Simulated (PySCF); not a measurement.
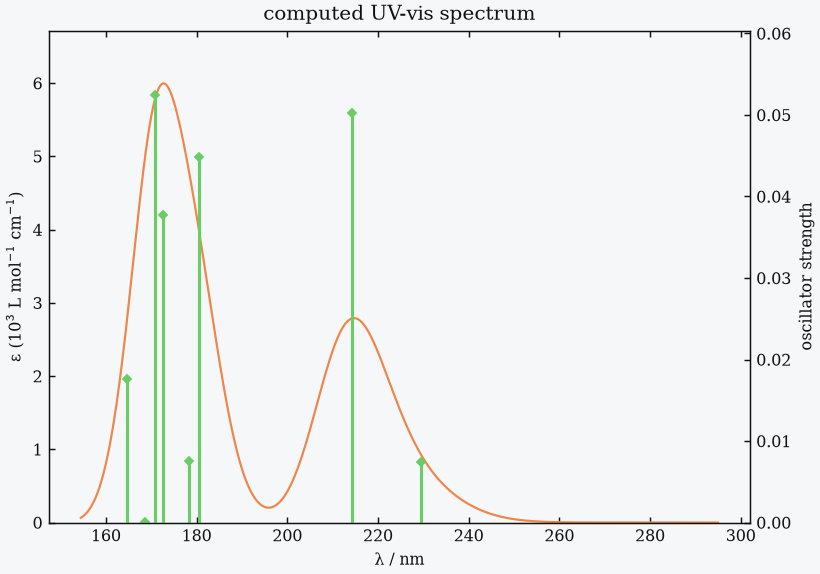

Vertical TDDFT excitations, CAM-B3LYP/def2-SVPD, PySCF 2.14.0, at a GFN2-xTB geometry (no frequency check), gas phase. Only the first 8 singlet excitations are included; each is broadened by a Gaussian of 1/e half-width 0.30 eV. Sticks give oscillator strengths (right axis).

Whose absorption spectrum is this?
A. C₃H₉BClN₃, SMILES CC[NH2+][B@@-](N)(Cl)C#N
B. C₅H₅NO₂Si, SMILES N#C[C@H]1CC(=O)[SiH2]C1=O
C. C₃H₁₀SeSi, SMILES C[Si](C)(C)[SeH]
D. C₃H₁₁BN₂O, SMILES C[NH2+][BH2-]N(C)C=O

Option C. Its lowest singlet lies at 5.40 eV (f = 0.007) and the brightest of those computed is S6 at 7.26 eV (171 nm), f = 0.052, mainly HOMO → LUMO+4 (87 %).

Note: the tight-binding geometry is rougher than a DFT one and adds to the error; spin-orbit coupling is left out, and with Se it can shift these levels and split any degenerate set; core orbitals are frozen in the response.
